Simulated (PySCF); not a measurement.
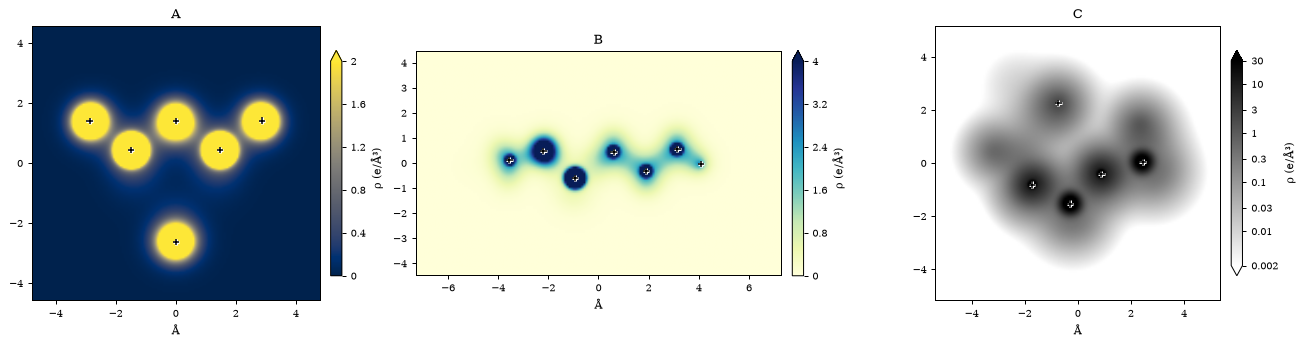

The electron density of 3 systems, each on a plane through atoms (crosses mark nuclei in the plane).

Level of theory: PySCF 2.14.0, B3LYP/def2-SVPD, SCF density, gas phase.

System 1: CH₉ClO₂Si₃ (SMILES [SiH3]O[SiH2]OC[SiH2]Cl), the plane of atoms O2, Si3 and O4. Geometry: GFN2-xTB.

```xyz
16

Si    2.4857    0.2292    0.9976
O     1.2787    0.0180   -0.0626
Si    0.6867   -0.0414   -1.5754
O    -0.8038   -0.6408   -1.5507
C    -1.9506   -0.2674   -0.8293
Si   -1.6596   -0.0636    1.0511
Cl   -3.5079    0.1061    1.8491
H     2.7485    1.6654    1.0946
H     1.9565   -0.3262    2.2411
H     3.6650   -0.4822    0.5075
H     0.7559    1.3302   -2.0742
H     1.3654   -1.0583   -2.3541
H    -2.6995   -1.0458   -1.0214
H    -2.3489    0.6628   -1.2566
H    -1.0301   -1.2512    1.6165
H    -0.9495    1.1739    1.3551
```

System 2: C₅H₁₅NOSi, the plane of atoms C1, C2 and C3. Geometry: PBE0-D3(BJ)/def2-SVP.

```xyz
23

C    -3.6931    0.8347    0.9239
C    -2.5771    0.3252    0.0248
C    -1.1796    0.6749    0.5324
Si    0.2121    0.0150   -0.5220
N     0.1283   -1.7082   -0.6052
O     1.5967    0.6421    0.1779
C     2.8880    0.4735   -0.3454
C     3.5842   -0.7359    0.2468
H    -3.6572    1.9319    1.0208
H    -3.6085    0.4139    1.9391
H    -4.6869    0.5662    0.5328
H    -2.7108    0.7338   -0.9925
H    -2.6569   -0.7695   -0.0886
H    -1.0525    1.7684    0.6175
H    -1.0330    0.2842    1.5565
H     0.1683    0.4595   -1.9513
H     0.5031   -2.2182   -1.3954
H     0.0985   -2.2841    0.2282
H     3.4661    1.3871   -0.1219
H     2.8611    0.3870   -1.4511
H     3.6262   -0.6532    1.3433
H     3.0354   -1.6567   -0.0028
H     4.6130   -0.8267   -0.1353
```

System 3: F₄Ge₄O₆ ((FGe)4O6 adamantane), the plane of atoms F2, Ge1 and O9. Geometry: PBE0-D3(BJ)/def2-SVP.

| atom | x (Å) | y (Å) | z (Å) |
| --- | --- | --- | --- |
| Ge | 1.1323 | 1.3755 | -0.3435 |
| F | 2.1881 | 2.6610 | -0.6700 |
| O | -0.4034 | 1.5551 | -1.2012 |
| Ge | -1.5556 | 0.2467 | -0.9054 |
| F | -3.0096 | 0.4797 | -1.7456 |
| O | -0.7551 | -1.2577 | -1.3758 |
| Ge | 0.7643 | -1.5659 | -0.5255 |
| F | 1.4765 | -3.0203 | -1.0261 |
| O | 1.8177 | -0.1794 | -0.8298 |
| O | 0.3986 | -1.5655 | 1.2049 |
| Ge | -0.3446 | -0.0708 | 1.7885 |
| F | -0.6687 | -0.1261 | 3.4515 |
| O | 0.7573 | 1.2504 | 1.3798 |
| O | -1.8172 | 0.1735 | 0.8414 |

### Which map belongs to which system?

Panel A is system 3, F₄Ge₄O₆: the plane holds Ge, F and O. Ge–F (1.70 Å): ρ is about 1 e/Å³ halfway. Panel B is system 2, C₅H₁₅NOSi: the plane holds C, Si, O and H. C–O (1.40 Å): ρ is about 2.1 e/Å³ halfway, with its minimum of 1.7 e/Å³ about 0.5 Å from C. Panel C is system 1, CH₉ClO₂Si₃: the plane holds Si, O and H. Si–O (1.61 Å): the density is about 1.2 e/Å³ at the midpoint.
